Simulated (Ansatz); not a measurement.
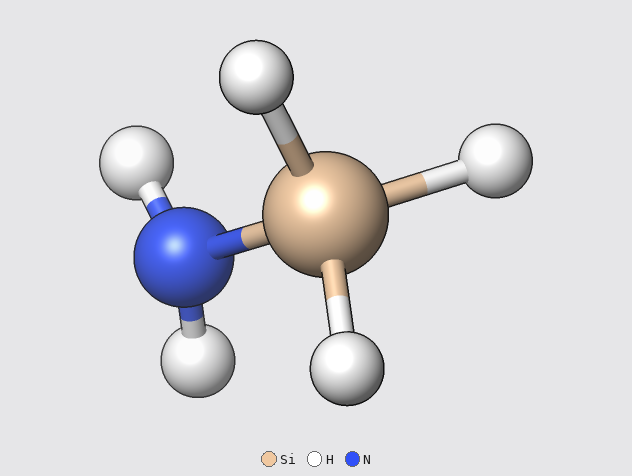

Ball-and-stick drawing of a structure. Every bond is drawn as one stick, whatever its order.

The geometry was computed by an optimisation with PBE0-D4/def2-TZVP.

Which formula does it have?

H5NSi, 7 atoms: 5 hydrogen, 1 nitrogen and 1 silicon.

How many atoms are distinct by symmetry?

5: 1 Si, 1 H, 2 H, 1 N, 2 H.

More results for the same structure follow; atom numbers are the same in all pictures, views and colours differ.

**Shape**

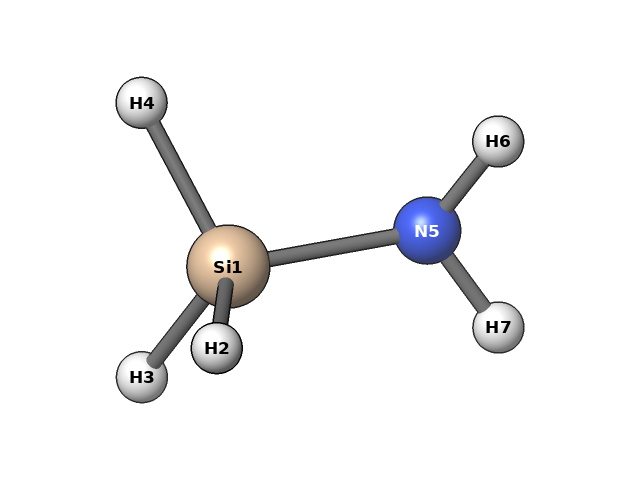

Numbered structure.

Which atoms are bonded, and how long are the bonds?

```csv
bond,length (Å)
Si1–H2,1.494
Si1–H3,1.486
Si1–H4,1.486
Si1–N5,1.720
N5–H6,1.007
N5–H7,1.007
```

**Vibrations**

Harmonic vibrations computed with RKS PBE0-D4/def2-TZVP (Ansatz 0.2.0) at a stationary point of the same level.

List the wavenumbers.

15 modes: 173, 390, 625, 702, 852, 916, 924, 978, 984, 1585, 2176, 2229, 2233, 3604, 3695 cm⁻¹.

**Dipole moment**

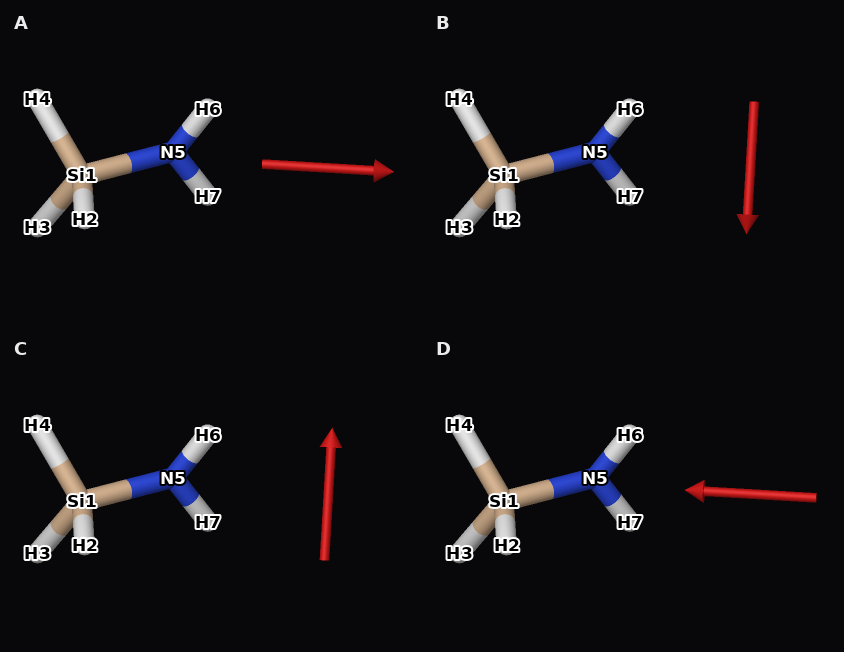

The same molecule four times, each with an arrow. Method: RKS PBE0-D4/def2-TZVP (Ansatz 0.2.0).

Which arrow points along the dipole moment, from the negative to the positive end?

A. The dipole moment is 1.37 D; it points from the side of H3, H4 to the side of H6, H7 (the outermost atoms at the two ends).

**Charges**

The questions are on Mulliken charges. Level of theory: RKS PBE0-D4/def2-TZVP (Ansatz 0.2.0).

Which atom carries the highest charge (most positive or least negative)?

Si1 (0.28 e).

And the lowest?

N5 (−0.63 e).

List the Mulliken charges.

| atom | value (e) |
| --- | --- |
| Si1 | 0.28 |
| H2 | −0.05 |
| H3 | −0.03 |
| H4 | −0.03 |
| N5 | −0.63 |
| H6 | 0.24 |
| H7 | 0.24 |

Mulliken values depend strongly on the basis set and can even reverse the polarity of a bond.
